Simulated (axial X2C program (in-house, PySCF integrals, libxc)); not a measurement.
**ZrH⁺: from the state search to constants**

What are the state, bond length, wavenumber and bond energy of ZrH⁺, and what does spin–orbit coupling change?

Program: an in-house X2C program for linear molecules on PySCF integrals. Level of theory: all-electron X2C, Zr dyall-cv3z, H dyall-v3z. These are calculated values, not measurements.

### Step 1. Set-up

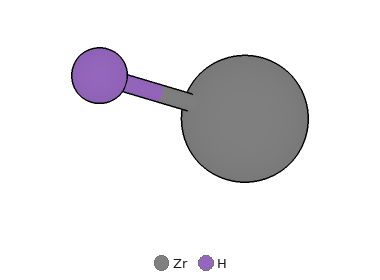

The two atoms at 1.860 Å (zirconium grey, hydrogen purple).

Input file task.json:

```json
{"zs": [40, 1], "q": 1, "bas": ["dyall-cv3z", "dyall-v3z"], "levels": ["PBE0", "HF", "PBE"], "cc": true, "r0": 1.86, "thr": -2.0, "nmax": 90, "npts": 10, "nst": 2, "ntry": 6}
```

Keys: zs atomic numbers; q charge; bas basis sets; levels methods (HF also brings MP2); cc coupled cluster on or off; r0 starting distance in Å; thr threshold in hartree for freezing inner shells (an s shell follows its p shell); nmax most natural virtual spinors; npts points asked for on the curve; nst determinants followed; ntry starts of the search.

Launch:

```
$ python so2c.py task.json out
```

Spin-free means the one-electron spin-free X2C Hamiltonian; two-component (2c) means X2C with spin–orbit coupling and atomic mean-field two-electron Coulomb and Gaunt terms. Basis: Zr dyall-cv3z contracted to [11s12p9d6f3g], H dyall-v3z contracted to [6s2p1d]; Gaussian nuclei, density fitting. Masses: Zr 89.905 u, H 1.008 u.

Notation: σ, π±, δ± give the projection m of an orbital's angular momentum (0, ±1, ±2), α and β its spin, Λ and M_S the sums; ω is the projection of a spinor's total angular momentum and Ω the sum. Logs are in hartree.

The results follow Hamiltonian by Hamiltonian and level by level.

### Step 2. Which state to follow

PBE0 moves the distance from 1.860 Å to 1.803 Å and compares determinants there.

Spin-free determinants:

```tsv
ΔE (eV)	state	open shells
0.00	M_S = 1, Λ = 2	beyond closed shells: σα, δ+α
0.12	M_S = 1, Λ = 3	beyond closed shells: π+α, δ+α
0.17	M_S = 1, Λ = 0	beyond closed shells: δ+α, δ-α
0.22	M_S = 1, Λ = 0	beyond closed shells: π+α, π-α
0.23	M_S = 1, Λ = 1	beyond closed shells: π-α, δ+α
0.46	M_S = 1, Λ = 1	beyond closed shells: σα, π+α
0.60	M_S = 0, Λ = 1	beyond closed shells: π-α, δ+β
```

Two-component determinants:

```tsv
ΔE (eV)	state	open shells
0.00	Ω = 1	excess of +ω over −ω: ω = -1/2, ω = 3/2
0.10	Ω = 2	excess of +ω over −ω: ω = 1/2, ω = 3/2
0.10	Ω = 3	excess of +ω over −ω: ω = 1/2, ω = 5/2
0.21	Ω = 1	excess of +ω over −ω: ω = -3/2, ω = 5/2
0.24	Ω = 4	excess of +ω over −ω: ω = 3/2, ω = 5/2
0.30	Ω = 2	excess of +ω over −ω: ω = -1/2, ω = 5/2
0.62	Ω = 3	excess of +ω over −ω: 2 × ω = 3/2
```

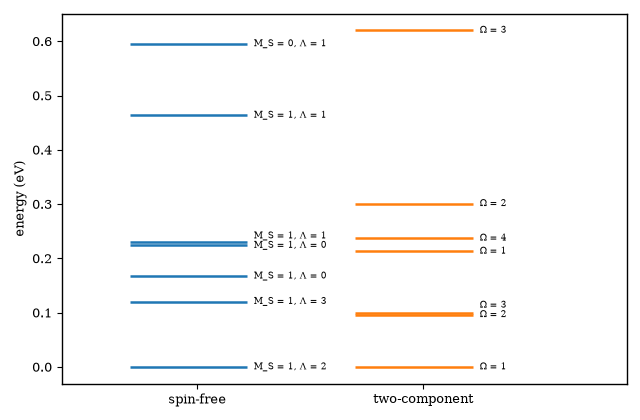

The determinants found, each set from its own lowest.

### Step 3. PBE0, spin-free

State followed: M_S = 1, Λ = 2 (beyond closed shells: σα, δ+α). The scan is laid around 1.803 Å, a first estimate of the minimum, and this SCF restarts from the orbitals of the search.

Output at 1.803 Å:

```text
spin-free X2C-1e  PBE0
basis functions 178  fitting functions 830  grid points 5071
iter        total energy     max residual
   1      -3598.319639071     7.63e-05
   2      -3598.319639102     4.02e-05
   3      -3598.319639109     6.95e-06
converged
one-electron -4979.78135775  Coulomb 1484.66291054  exact exchange -28.29817442  xc functional -86.64294451  nuclear repulsion 11.73992703
```

Along the bond, energies from the lowest point:

```tsv
R (Å)	E (eV)	μ (D)	HOMO (eV)	LUMO (eV)	iterations
1.569	0.4153	-2.29	-11.36	-9.05	28
1.641	0.1812	-2.46	-11.39	-9.08	26
1.695	0.0749	-2.57	-11.42	-9.11	20
1.749	0.0173	-2.68	-11.45	-9.14	17
1.803	0.0000	-2.78	-11.48	-9.16	3
1.866	0.0216	-2.89	-11.51	-9.19	17
1.929	0.0794	-2.99	-11.54	-9.21	14
2.010	0.1945	-3.09	-11.58	-9.24	14
2.110	0.3801	-3.19	-11.62	-9.27	14
2.254	0.7024	-3.27	-11.65	-9.31	13
```

Dipoles are positive if H is the positive end and refer to the centre of mass.

Outer orbitals at the reference distance:

| symmetry | occupied | ε (eV) | atomic character |
| --- | --- | --- | --- |
| σα | yes | -14.41 | 46% H s, 40% Zr d, 8% Zr s |
| σβ | yes | -14.28 | 52% H s, 28% Zr d, 12% Zr s |
| δ+α | yes | -12.04 | 100% Zr d |
| σα | yes | -11.48 | 56% Zr s, 34% Zr d, 9% H s |
| δ-α | no | -9.16 | 100% Zr d |
| π+α | no | -8.86 | 96% Zr d, 3% H p |
| π-α | no | -8.76 | 96% Zr d, 3% H p |
| π-β | no | -8.14 | 96% Zr d, 3% H p |

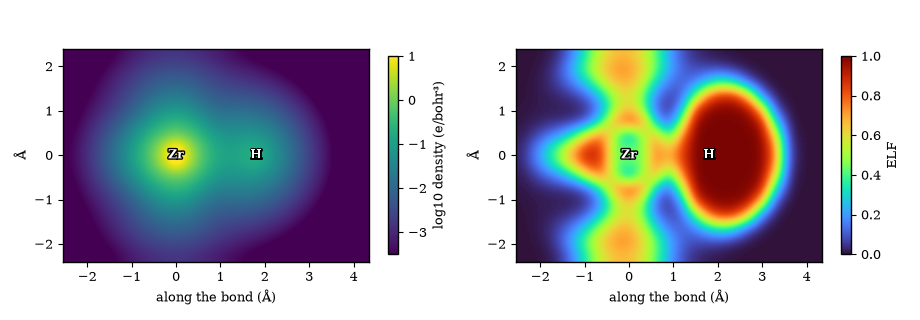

PBE0 fields in a plane through the axis, from a grid of 0.3 Å; Zr lies at z = 0 and H at z = 1.803 Å; the ELF is damped to zero where the density is low.

Re = 1.802 Å, ωe = 1765 cm⁻¹, ωexe = 22.3 cm⁻¹, Be = 5.208 cm⁻¹, De = 2.53 eV, μ = -2.78 D.

### Step 4. HF, spin-free

The SCF at the reference distance of 1.803 Å:

```text
spin-free X2C-1e  HF
basis functions 178  fitting functions 830  grid points 5071
iter        total energy     max residual
   1      -3596.571217851     4.00e-01
   2      -3596.587776272     7.04e-03
   3      -3596.588423650     1.21e-02
   4      -3596.588574381     2.80e-03
   5      -3596.588628676     1.87e-03
   6      -3596.588655368     1.98e-03
   7      -3596.588666068     7.10e-04
   8      -3596.588668397     1.49e-04
   9      -3596.588668786     1.30e-04
  10      -3596.588668856     4.37e-05
  11      -3596.588668873     1.69e-05
  12      -3596.588668878     1.76e-05
  13      -3596.588668881     7.86e-06
  14      -3596.588668881     2.41e-06
converged
one-electron -4978.93289226  Coulomb 1483.84469196  exact exchange -113.24039562  xc functional 0.00000000  nuclear repulsion 11.73992703
```

Re = 1.828 Å, ωe = 1720 cm⁻¹, ωexe = 26.1 cm⁻¹, Be = 5.064 cm⁻¹, De = 1.48 eV, μ = -3.71 D.

### Step 5. PBE, spin-free

Output at 1.803 Å:

```text
spin-free X2C-1e  PBE
basis functions 178  fitting functions 830  grid points 5071
iter        total energy     max residual
   1      -3598.247589480     1.34e-01
   2      -3598.249548487     7.37e-03
   3      -3598.249556839     2.55e-02
   4      -3598.249868189     1.02e-03
   5      -3598.249871185     1.00e-03
   6      -3598.249874341     1.17e-04
   7      -3598.249874367     1.06e-04
   8      -3598.249874410     6.18e-06
   9      -3598.249874410     1.84e-06
converged
one-electron -4979.66670374  Coulomb 1484.53102988  exact exchange 0.00000000  xc functional -114.85412758  nuclear repulsion 11.73992703
```

Re = 1.809 Å, ωe = 1734 cm⁻¹, ωexe = 23 cm⁻¹, Be = 5.17 cm⁻¹, De = 2.60 eV, μ = -2.43 D.

### Step 6. Correlated methods, spin-free

Correlated methods: 12 electrons correlated (frozen shells, counted by type: Zr 3 s, 2 p, 1 d; H none), 242 virtual spinors in MP2, 90 natural virtuals in coupled cluster.

Output of the correlated part at 1.803 Å:

```text
correlated 12  virtual 242  natural virtual 90  E(MP2) -0.301337365  MP2 remainder -0.010729380
iter   CCSD correlation   residual
   1     -0.304939525   8.51e-02
   2     -0.311015926   3.39e-02
   3     -0.311993854   1.44e-02
   4     -0.311992407   6.93e-03
   5     -0.312073931   2.70e-03
   6     -0.312098364   1.20e-03
   7     -0.312103041   5.32e-04
   8     -0.312101703   2.11e-04
   9     -0.312100723   9.33e-05
  10     -0.312101509   3.48e-05
  11     -0.312101751   1.14e-05
  12     -0.312101841   3.45e-06
  13     -0.312101861   1.52e-06
  14     -0.312101859   6.92e-07
(T) -0.008773964  T1 0.0219  D1 0.0613  max T2 0.076
```

T1 in the output is the amplitude norm over the root of the electron number; divide by √2 for the Lee–Taylor value.

MP2: Re = 1.785 Å, ωe = 1859 cm⁻¹, Be = 5.31 cm⁻¹, De = 2.36 eV.

CCSD: Re = 1.806 Å, ωe = 1771 cm⁻¹, ωexe = 20.8 cm⁻¹, Be = 5.187 cm⁻¹, De = 2.57 eV. T1 at Re = 0.016 (Lee–Taylor, the printed value over √2).

CCSD(T): Re = 1.806 Å, ωe = 1766 cm⁻¹, ωexe = 21.1 cm⁻¹, Be = 5.184 cm⁻¹, De = 2.61 eV. T1 at Re = 0.016 (Lee–Taylor, the printed value over √2).

### Step 7. A higher determinant, spin-free

State: M_S = 1, Λ = 3 (beyond closed shells: π+α, δ+α).

Output at the reference distance:

```text
spin-free X2C-1e  PBE0
basis functions 178  fitting functions 830  grid points 5071
iter        total energy     max residual
   1      -3598.315209774     3.10e-05
   2      -3598.315209781     1.31e-05
converged
one-electron -4982.10284079  Coulomb 1487.07200696  exact exchange -28.31943106  xc functional -86.70487193  nuclear repulsion 11.73992703
```

```tsv
R (Å)	E above the lowest PBE0 point (eV)
1.569	0.542
1.641	0.307
1.695	0.200
1.749	0.140
1.803	0.121
1.866	0.139
1.929	0.194
2.010	0.305
2.110	0.486
```

Re = 1.806 Å, ωe = 1745 cm⁻¹, ωexe = 21.3 cm⁻¹, Be = 5.183 cm⁻¹, μ = -3.03 D. Te = 0.12 eV.

### Step 8. The spin-free curves together

Energy (eV) of the followed determinant, spin-free, from each level's lowest point:

```tsv
R (Å)	PBE0	HF	MP2	CCSD	CCSD(T)	PBE
1.569	0.415	0.498	0.378	n/a	n/a	0.429
1.641	0.181	0.235	0.153	0.191	0.191	0.192
1.695	0.075	0.109	0.055	0.081	0.081	0.082
1.749	0.017	0.034	0.006	0.020	0.020	0.021
1.803	0.000	0.000	0.000	0.000	0.000	0.000
1.866	0.022	0.004	0.036	0.019	0.019	0.017
1.929	0.079	0.046	0.111	0.076	0.075	0.069
2.010	0.195	0.142	0.251	0.191	0.189	0.176
2.110	0.380	0.302	0.475	n/a	n/a	0.352
2.254	0.702	0.571	0.873	n/a	n/a	0.659
```

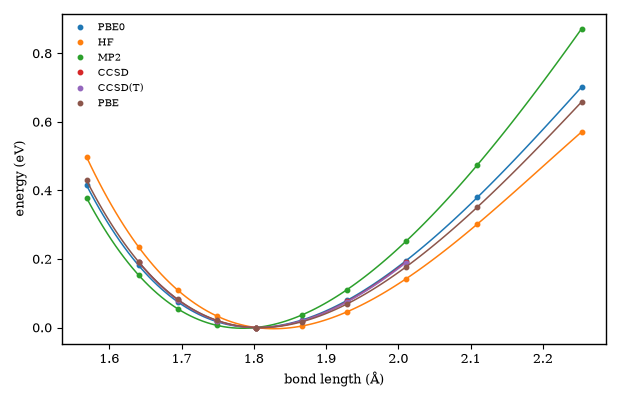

Curves of the followed state, spin-free, each from its own lowest point.

### Step 9. PBE0, 2c

State followed: Ω = 1 (excess of +ω over −ω: ω = -1/2, ω = 3/2). The scan is laid around 1.803 Å, a first estimate of the minimum, and this SCF restarts from the orbitals of the search.

Output at 1.803 Å:

```text
two-component X2C + atomic mean field  PBE0
basis functions 178  fitting functions 830  grid points 5071
iter        total energy     max residual
   1      -3596.938242159     1.84e-05
   2      -3596.938242160     3.94e-06
converged
one-electron -4976.16096562  Coulomb 1483.96876966  exact exchange -28.28502207  xc functional -86.60336025  nuclear repulsion 11.73992703  atomic mean-field constant -1.59759091
```

Along the bond, energies from the lowest point:

```tsv
R (Å)	E (eV)	μ (D)	HOMO (eV)	LUMO (eV)	iterations
1.569	0.4148	-2.29	-11.35	-8.99	39
1.641	0.1810	-2.46	-11.39	-9.03	25
1.695	0.0749	-2.57	-11.41	-9.06	20
1.749	0.0173	-2.68	-11.44	-9.08	17
1.803	0.0000	-2.78	-11.47	-9.11	2
1.866	0.0216	-2.89	-11.50	-9.13	17
1.929	0.0793	-2.99	-11.53	-9.16	14
2.010	0.1942	-3.10	-11.57	-9.19	14
2.110	0.3796	-3.20	-11.61	-9.22	14
2.254	0.7017	-3.27	-11.65	-9.26	13
```

Dipoles are positive if H is the positive end and refer to the centre of mass.

Outer spinors at the reference distance:

```json
{"ω": "-1/2", "occupied": "yes", "ε (eV)": "-14.40", "atomic character": "46% H s, 40% Zr d, 8% Zr s", "λ mixture": "100% σ"}
{"ω": "1/2", "occupied": "yes", "ε (eV)": "-14.27", "atomic character": "52% H s, 28% Zr d, 12% Zr s", "λ mixture": "100% σ"}
{"ω": "3/2", "occupied": "yes", "ε (eV)": "-12.09", "atomic character": "100% Zr d", "λ mixture": "100% δ"}
{"ω": "-1/2", "occupied": "yes", "ε (eV)": "-11.47", "atomic character": "56% Zr s, 34% Zr d, 9% H s", "λ mixture": "100% σ"}
{"ω": "-5/2", "occupied": "no", "ε (eV)": "-9.11", "atomic character": "100% Zr d", "λ mixture": "100% δ"}
{"ω": "1/2", "occupied": "no", "ε (eV)": "-8.88", "atomic character": "96% Zr d, 3% H p", "λ mixture": "100% π"}
{"ω": "-3/2", "occupied": "no", "ε (eV)": "-8.73", "atomic character": "96% Zr d, 3% H p", "λ mixture": "100% π"}
{"ω": "-1/2", "occupied": "no", "ε (eV)": "-8.16", "atomic character": "96% Zr d, 3% H p", "λ mixture": "100% π"}
```

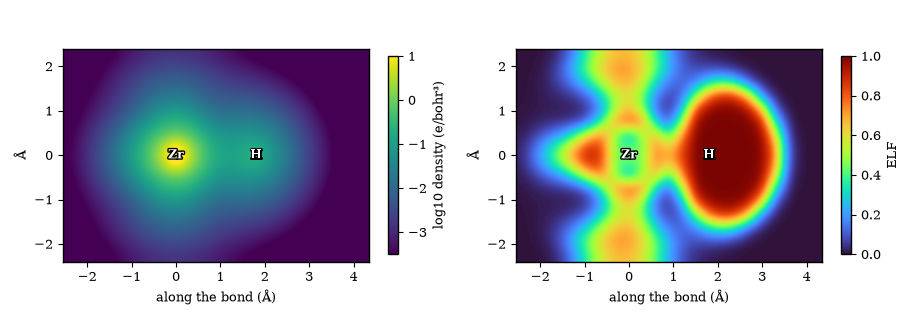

PBE0 fields in a plane through the axis, from a grid of 0.3 Å; Zr lies at z = 0 and H at z = 1.803 Å; the ELF is damped to zero where the density is low.

Re = 1.802 Å, ωe = 1764 cm⁻¹, ωexe = 22.2 cm⁻¹, Be = 5.208 cm⁻¹, De = 2.53 eV, μ = -2.78 D.

### Step 10. HF, 2c

Output at 1.803 Å:

```text
two-component X2C + atomic mean field  HF
basis functions 178  fitting functions 830  grid points 5071
iter        total energy     max residual
   1      -3595.189948107     3.99e-01
   2      -3595.206529134     7.04e-03
   3      -3595.207185316     1.22e-02
   4      -3595.207341790     2.87e-03
   5      -3595.207402037     1.99e-03
   6      -3595.207435040     2.28e-03
   7      -3595.207451414     9.38e-04
   8      -3595.207457935     3.15e-04
   9      -3595.207462231     6.18e-04
  10      -3595.207467503     7.08e-04
  11      -3595.207474360     4.55e-04
  12      -3595.207481126     4.16e-04
  13      -3595.207484953     2.41e-04
  14      -3595.207486017     1.48e-04
  15      -3595.207486218     6.04e-05
  16      -3595.207486282     3.46e-05
  17      -3595.207486314     3.32e-05
  18      -3595.207486327     1.68e-05
  19      -3595.207486330     5.04e-06
  20      -3595.207486330     3.83e-06
  21      -3595.207486331     3.50e-06
  22      -3595.207486331     2.03e-06
converged
one-electron -4975.33620193  Coulomb 1483.17465516  exact exchange -113.18827568  xc functional 0.00000000  nuclear repulsion 11.73992703  atomic mean-field constant -1.59759091
```

Re = 1.828 Å, ωe = 1718 cm⁻¹, ωexe = 25.7 cm⁻¹, Be = 5.061 cm⁻¹, De = 1.48 eV, μ = -3.72 D.

### Step 11. PBE, 2c

Output at 1.803 Å:

```text
two-component X2C + atomic mean field  PBE
basis functions 178  fitting functions 830  grid points 5071
iter        total energy     max residual
   1      -3596.866116706     1.34e-01
   2      -3596.868083889     7.35e-03
   3      -3596.868092265     2.55e-02
   4      -3596.868404539     1.00e-03
   5      -3596.868407955     1.01e-03
   6      -3596.868411291     1.28e-04
   7      -3596.868411435     1.02e-04
   8      -3596.868411539     2.69e-05
   9      -3596.868411560     7.73e-06
  10      -3596.868411561     4.11e-06
converged
one-electron -4976.04305635  Coulomb 1483.83358555  exact exchange 0.00000000  xc functional -114.80127688  nuclear repulsion 11.73992703  atomic mean-field constant -1.59759091
```

Re = 1.809 Å, ωe = 1733 cm⁻¹, ωexe = 23 cm⁻¹, Be = 5.169 cm⁻¹, De = 2.66 eV, μ = -2.43 D.

### Step 12. MP2 and beyond, 2c

Correlated methods: 12 electrons correlated (frozen shells, counted by type: Zr 3 s, 2 p, 1 d; H none), 242 virtual spinors in MP2, 90 natural virtuals in coupled cluster.

Output of the correlated part at 1.803 Å:

```text
correlated 12  virtual 242  natural virtual 90  E(MP2) -0.301748882  MP2 remainder -0.010737777
iter   CCSD correlation   residual
   1     -0.305271152   8.51e-02
   2     -0.311347616   3.38e-02
   3     -0.312324543   1.44e-02
   4     -0.312322574   6.98e-03
   5     -0.312405270   2.79e-03
   6     -0.312430917   1.32e-03
   7     -0.312436265   6.51e-04
   8     -0.312434492   3.26e-04
   9     -0.312433053   1.97e-04
  10     -0.312434398   1.18e-04
  11     -0.312435183   7.23e-05
  12     -0.312435455   3.82e-05
  13     -0.312435463   1.68e-05
(T) -0.008804163  T1 0.0221  D1 0.0612  max T2 0.076
```

MP2: Re = 1.785 Å, ωe = 1856 cm⁻¹, Be = 5.309 cm⁻¹, De = 2.40 eV.

CCSD: Re = 1.806 Å, ωe = 1769 cm⁻¹, ωexe = 21 cm⁻¹, Be = 5.184 cm⁻¹, De = 2.57 eV. T1 at Re = 0.016 (Lee–Taylor, the printed value over √2).

CCSD(T): Re = 1.807 Å, ωe = 1765 cm⁻¹, ωexe = 21.5 cm⁻¹, Be = 5.181 cm⁻¹, De = 2.62 eV. T1 at Re = 0.016 (Lee–Taylor, the printed value over √2).

### Step 13. A higher determinant, 2c

State: Ω = 2 (excess of +ω over −ω: ω = 1/2, ω = 3/2).

Output at the reference distance:

```text
two-component X2C + atomic mean field  PBE0
basis functions 178  fitting functions 830  grid points 5071
iter        total energy     max residual
   1      -3596.934702176     7.37e-05
   2      -3596.934702181     1.61e-05
converged
one-electron -4978.48902508  Coulomb 1486.38405459  exact exchange -28.30635906  xc functional -86.66570875  nuclear repulsion 11.73992703  atomic mean-field constant -1.59759091
```

```tsv
R (Å)	E above the lowest PBE0 point (eV)
1.569	0.518
1.641	0.284
1.695	0.176
1.749	0.116
1.803	0.096
1.866	0.115
1.929	0.169
2.010	0.279
2.110	0.460
```

Re = 1.807 Å, ωe = 1743 cm⁻¹, ωexe = 21.2 cm⁻¹, Be = 5.181 cm⁻¹, μ = -3.03 D. Te = 0.10 eV.

### Step 14. The 2c curves together

Energy (eV) of the followed determinant, 2c, from each level's lowest point:

```tsv
R (Å)	PBE0	HF	MP2	CCSD	CCSD(T)	PBE
1.569	0.415	0.498	0.378	n/a	n/a	0.429
1.641	0.181	0.235	0.153	0.191	0.192	0.191
1.695	0.075	0.109	0.055	0.081	0.082	0.082
1.749	0.017	0.034	0.007	0.020	0.020	0.021
1.803	0.000	0.000	0.000	0.000	0.000	0.000
1.866	0.022	0.004	0.036	0.019	0.019	0.017
1.929	0.079	0.046	0.110	0.075	0.074	0.069
2.010	0.194	0.141	0.250	0.190	0.188	0.176
2.110	0.380	0.301	0.473	n/a	n/a	0.351
2.254	0.702	0.571	0.871	n/a	n/a	0.658
```

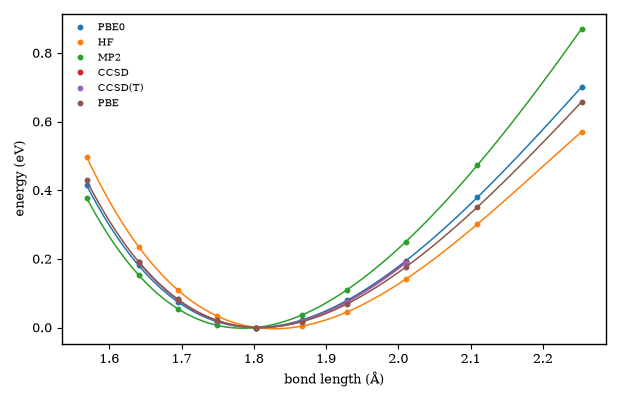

Curves of the followed state, 2c, each from its own lowest point.

The whole job took 3.3 min on 1 thread of Arm Neoverse V1, shared host; peak memory 0.74 GiB.

### Step 15. Constants

Lowest determinant that the search found at its distance, spin-free: M_S = 1, Λ = 2 (beyond closed shells: σα, δ+α).

Lowest determinant that the search found at its distance, 2c: Ω = 1 (excess of +ω over −ω: ω = -1/2, ω = 3/2).

```json
{"Hamiltonian": "spin-free", "level": "PBE0", "Re (Å)": "1.802", "ωe (cm⁻¹)": "1765", "De (eV)": "2.53", "μ (D)": "-2.78"}
{"Hamiltonian": "spin-free", "level": "HF", "Re (Å)": "1.828", "ωe (cm⁻¹)": "1720", "De (eV)": "1.48", "μ (D)": "-3.71"}
{"Hamiltonian": "spin-free", "level": "MP2", "Re (Å)": "1.785", "ωe (cm⁻¹)": "1859", "De (eV)": "2.36", "μ (D)": "n/a"}
{"Hamiltonian": "spin-free", "level": "CCSD", "Re (Å)": "1.806", "ωe (cm⁻¹)": "1771", "De (eV)": "2.57", "μ (D)": "n/a"}
{"Hamiltonian": "spin-free", "level": "CCSD(T)", "Re (Å)": "1.806", "ωe (cm⁻¹)": "1766", "De (eV)": "2.61", "μ (D)": "n/a"}
{"Hamiltonian": "spin-free", "level": "PBE", "Re (Å)": "1.809", "ωe (cm⁻¹)": "1734", "De (eV)": "2.60", "μ (D)": "-2.43"}
{"Hamiltonian": "2c", "level": "PBE0", "Re (Å)": "1.802", "ωe (cm⁻¹)": "1764", "De (eV)": "2.53", "μ (D)": "-2.78"}
{"Hamiltonian": "2c", "level": "HF", "Re (Å)": "1.828", "ωe (cm⁻¹)": "1718", "De (eV)": "1.48", "μ (D)": "-3.72"}
{"Hamiltonian": "2c", "level": "MP2", "Re (Å)": "1.785", "ωe (cm⁻¹)": "1856", "De (eV)": "2.40", "μ (D)": "n/a"}
{"Hamiltonian": "2c", "level": "CCSD", "Re (Å)": "1.806", "ωe (cm⁻¹)": "1769", "De (eV)": "2.57", "μ (D)": "n/a"}
{"Hamiltonian": "2c", "level": "CCSD(T)", "Re (Å)": "1.807", "ωe (cm⁻¹)": "1765", "De (eV)": "2.62", "μ (D)": "n/a"}
{"Hamiltonian": "2c", "level": "PBE", "Re (Å)": "1.809", "ωe (cm⁻¹)": "1733", "De (eV)": "2.66", "μ (D)": "-2.43"}
```

Dipoles are positive if H is the positive end and refer to the centre of mass.

Time per point (s) on 1 thread of Arm Neoverse V1, shared host (2c runs; CCSD comes with the CCSD(T) run); the times are rough: PBE0 0.76, HF 0.66, MP2 0.85, CCSD(T) 5.7, PBE 0.42.

At CCSD(T), going from spin-free to two-component changes Re by +1 mÅ, ωe by -0.1 %; the spin-free picture holds up (part of it comes from the scalar share of the two-electron terms). De moves by 0.00 eV; both De rest on single-determinant atoms, which can miss part of an open shell's spin–orbit lowering.

De refers to Zr+ + H, each in the lowest determinant found, which need not be this curve's own limit. Each curve is one determinant whose occupation by symmetry is held fixed; it was picked as the lowest of a PBE0 search that is not exhaustive. De is counted from the lowest determinant-based energies of the atoms at the same level, without counterpoise correction. Density functionals use the spin component along the axis (collinear). Coupled cluster ran in a truncated set of natural virtual spinors; the MP2 energy of the rest was added. With several unpaired electrons one determinant need not be a pure state. At some level an empty orbital lies below a filled one.
